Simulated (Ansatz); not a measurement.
**Run report: SnH$_{5}$ClO, frequency calculation**

The run: frequency calculation of SnH$_{5}$ClO. Method and program: RKS B3LYP/def2-SVP (Ansatz 0.2.0).

It belongs to a series of runs on one base structure; here: vibrations at the highest image of the band. Figures and captions count atoms from 1; the log counts them from 0 in places.

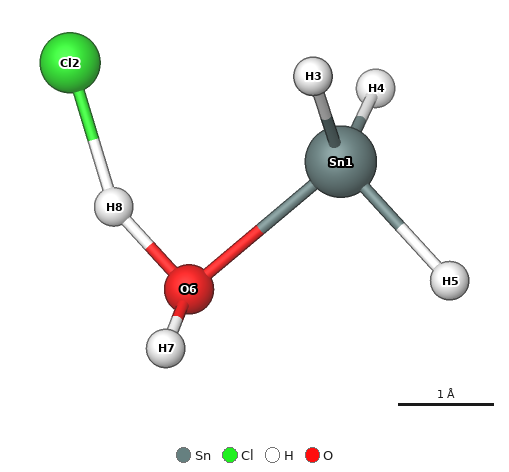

Fig. 1: The structure (ball-and-stick view, seen at a tilt; atoms are numbered from 1 in the order of the input). Sticks mark near contacts. Bond lengths as drawn: Cl–H 1.59 Å, H–O 0.97 to 1.18 Å, H–Sn 1.70 to 1.73 Å and O–Sn 2.13 Å.

Input
```yaml
crystal:
  periodic: [false, false, false]
  atoms:
    - { symbol: Sn, position_ang: [-0.25797, 0.034808, -0.343978] }
    - { symbol: Cl, position_ang: [-0.381209, 0.806476, 2.650261] }
    - { symbol: H, position_ang: [1.111843, -0.798886, 0.232174] }
    - { symbol: H, position_ang: [-0.234892, 1.719621, -0.558859] }
    - { symbol: H, position_ang: [-0.861836, -0.75767, -1.758323] }
    - { symbol: O, position_ang: [-1.983895, -0.383711, 0.833149] }
    - { symbol: H, position_ang: [-2.225479, -1.31757, 0.939672] }
    - { symbol: H, position_ang: [-1.510762, 0.067232, 1.817804] }
basis:
  gaussian: { orbitals: def2-SVP }
hamiltonian:
  xc: b3lyp
phonons: {}
```

Run as:
```bash
ansatz run input.yaml --threads 1 --pin off --max-ram 2048MiB --backend cpu --events-out ev --progress --plain --runs-dir out
```

What the program printed
```
Engine: ansatz 0.2.0, aarch64-unknown-linux-gnu
Functional definition: B3LYP
  parameter a0 = 0.2
  parameter ax = 0.72
  parameter ac = 0.81
  exchange = (1 - a0 - ax)*slater_x + ax*b88_x + a0*exact_x
  correlation = (1 - ac)*vwn_rpa_c + ac*lyp_c
952 factors; integrals over basis functions are off by at most 3.7e-4 eV
mean field evaluation 1: about -20475.2296 eV, gradient 4.6e1 eV
mean field evaluation 2: about -20465.9507 eV, gradient 8.3e1 eV
mean field evaluation 4: about -20479.1005 eV, gradient 2.9e0 eV
mean field evaluation 8: about -20479.1203 eV, gradient 6.5e-2 eV
mean field -20479.12035723 eV, -752.5937918819 hartree, gradient 2.2e-5 eV, S^2 0.000000; 0 other end points of the search recorded, 0 dependent functions left out
the calculation of the forces begins
reference -20479.12060675 eV, -752.5938010516 hartree; 26, 26 occupied and 57, 57 virtual orbitals, 952 factors
these checks for a lower state are left out or cut short: stability, starts, cluster_reference, orbital_swaps, neighbouring_geometries, increment
952 factors; integrals over basis functions are off by at most 3.7e-4 eV
mean field evaluation 16: about -20479.1219 eV, gradient 1.9e-1 eV
mean field -20479.12029145 eV, -752.5937894644 hartree, gradient 1.4e-6 eV, S^2 0.000000; 0 other end points of the search recorded, 0 dependent functions left out
[... from here on the field's lines of each further geometry are left out, up to the last ...]
the calculation of the forces begins
reference -20479.12059353 eV, -752.5938005658 hartree; 26, 26 occupied and 57, 57 virtual orbitals, 952 factors
these checks for a lower state are left out or cut short: stability, starts, cluster_reference, orbital_swaps, neighbouring_geometries, increment
952 factors; integrals over basis functions are off by at most 3.7e-4 eV
mean field -20479.12033592 eV, -752.5937910987 hartree, gradient 1.4e-6 eV, S^2 0.000000; 0 other end points of the search recorded, 0 dependent functions left out
the calculation of the forces begins
reference -20479.12058542 eV, -752.5938002678 hartree; 26, 26 occupied and 57, 57 virtual orbitals, 952 factors
WARN: phonons: modes at or below zero, which the zero-point energy, F, S and C_V leave out: 1, the lowest at -354.84 cm⁻¹. A minimum has none, and a first-order saddle one
Total energy: -20479.12060675 eV, -752.5938010516 hartree
Atom 0 at    -0.257970     0.034808    -0.343978 Å, force    -0.000222     0.000733    -0.004666 eV/Å
Atom 1 at    -0.381209     0.806476     2.650261 Å, force    -0.003276     0.000267     0.000445 eV/Å
Atom 2 at     1.111843    -0.798886     0.232174 Å, force     0.002395    -0.000789     0.001344 eV/Å
Atom 3 at    -0.234892     1.719621    -0.558859 Å, force     0.000151     0.000790     0.000472 eV/Å
Atom 4 at    -0.861836    -0.757670    -1.758323 Å, force    -0.000964     0.000287     0.001974 eV/Å
Atom 5 at    -1.983895    -0.383711     0.833149 Å, force    -0.000544    -0.009653     0.006163 eV/Å
Atom 6 at    -2.225479    -1.317570     0.939672 Å, force    -0.005452     0.000783    -0.007305 eV/Å
Atom 7 at    -1.510762     0.067232     1.817804 Å, force     0.007912     0.007583     0.001574 eV/Å
Dipole moment:    -0.103468    -0.546882    -0.780462 e Å
Vibrations: -354.84 177.93 219.47 360.73 457.86 468.54 506.93 634.92 701.69 707.22 730.58 869.51 1136.71 1493.12 1880.98 1951.62 1987.90 3790.78 cm⁻¹, zero-point energy 1.120600 eV
```

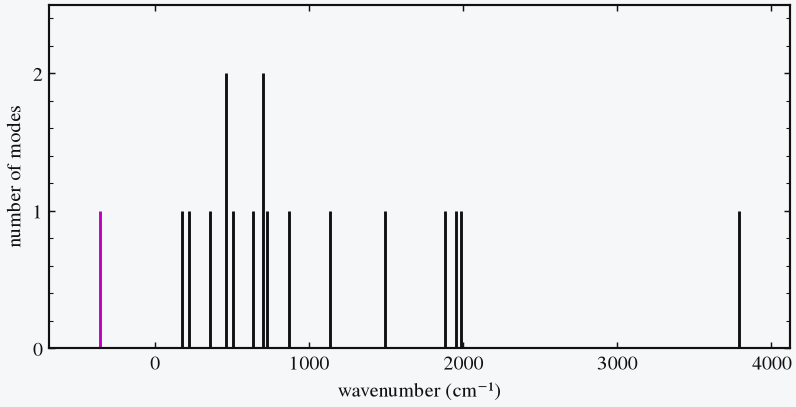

Fig. 2: Harmonic vibrational wavenumbers from the force constants; neighbouring modes closer than 19 cm⁻¹ are counted in one stick, and imaginary ones are drawn at negative wavenumbers. 18 modes from 355i to 3791 cm⁻¹, 1 imaginary beyond 8i (355i cm⁻¹): a first-order saddle point, if the geometry is stationary.

Results in brief

- outcome: converged
- total energy: −20479.1206 eV
- mean-field energy: −20479.1206 eV
- largest force (length of the vector): 0.011 eV/Å
- hardware: 1 thread of Arm Neoverse V1, 24 GiB of memory available, shared host
- wall time: 2.2 min
- peak memory: 0.17 GiB
